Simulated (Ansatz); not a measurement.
**Single-point calculation, with input and output: C$_{2}$H$_{5}$Ga**

System: C$_{2}$H$_{5}$Ga.
Method: RKS B2PLYP (frozen core)/def2-TZVPP (Ansatz 0.2.0).

The geometry comes from this level: PBE0-D4/def2-TZVP.

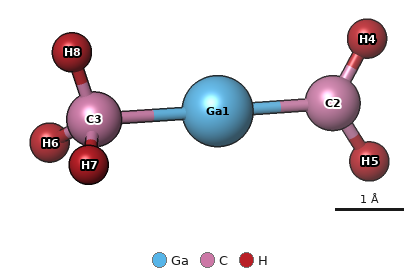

The structure (ball-and-stick view, seen at a tilt; atoms are numbered from 1 in the order of the input). Sticks mark near contacts. Bond lengths as drawn: C–Ga 1.78 to 1.93 Å and C–H 1.08 to 1.09 Å.

Results in brief

| quantity | value |
| --- | --- |
| outcome | converged |
| total energy | −54520.5423 eV |
| mean-field energy | −54515.2704 eV |
| SCF solution under orbital rotations | stable |
| hardware | 4 threads of Arm Neoverse V2, 23 GiB of memory available, shared host |
| wall time | 2.1 s (CPU time 7.6 s) |
| peak memory | 0.43 GiB |

The input
```yaml
crystal:
  periodic: [false, false, false]
  atoms:
    - {symbol: Ga, position_ang: [-0.275902, 0.436858, 0.121224]}
    - {symbol: C, position_ang: [-1.300745, 1.059071, -1.190584]}
    - {symbol: C, position_ang: [0.894464, -0.180984, 1.528056]}
    - {symbol: H, position_ang: [-1.894810, 1.955899, -1.063338]}
    - {symbol: H, position_ang: [-1.427857, 0.510179, -2.115696]}
    - {symbol: H, position_ang: [0.577473, -1.154264, 1.903563]}
    - {symbol: H, position_ang: [1.925637, -0.244931, 1.178901]}
    - {symbol: H, position_ang: [0.856665, 0.534002, 2.353689]}
basis:
  gaussian: {orbitals: def2-TZVPP}
hamiltonian: {xc: {name: B2PLYP}}
```

Launch command:
```bash
ansatz run in.yaml --threads 4 --pin off --events-out ev --progress --plain --max-ram 9574MiB
```

What the program printed
```
Functional definition: B2PLYP
  name "B2PLYP"
  cite "Grimme, J. Chem. Phys. 124, 034108 (2006) doi:10.1063/1.2148954"
  cite "Becke, Phys. Rev. A 38, 3098 (1988) doi:10.1103/PhysRevA.38.3098"
  cite "Lee, Yang & Parr, Phys. Rev. B 37, 785 (1988) doi:10.1103/PhysRevB.37.785"
  parameter a = 0.53
  parameter c = 0.27
  exchange = (1 - a)*b88_x + a*exact_x
  correlation = (1 - c)*lyp_c + c*(mp2_os + mp2_ss)
1070 factors; integrals over basis functions are off by at most 1.0e-3 eV
mean field evaluation 1: about -54505.5063 eV, gradient 6.4e1 eV
mean field evaluation 2: about -54505.5514 eV, gradient 6.4e1 eV
mean field evaluation 4: about -54514.7201 eV, gradient 1.5e1 eV
mean field evaluation 8: about -54515.2690 eV, gradient 6.4e-1 eV
mean field evaluation 16: about -54515.2703 eV, gradient 1.6e-4 eV
mean field -54515.27026038 eV, -2003.3992302915 hartree, gradient 2.8e-6 eV, S^2 0.000000; 0 other end points of the search recorded, 0 dependent functions left out
11 core orbitals not correlated: weight in the atoms' cores, before any rotation towards them, 1.000 or more for the frozen orbitals, at most 0.000 for the correlated occupied ones
reference -54515.27041720 eV, -2003.3992360547 hartree; 13, 13 occupied and 156, 156 virtual orbitals, 1070 factors
second order -19.52535217 eV of doubles, -0.00000000 eV of singles
Total energy: -54520.54226229 eV, -2003.5929727883 hartree
```
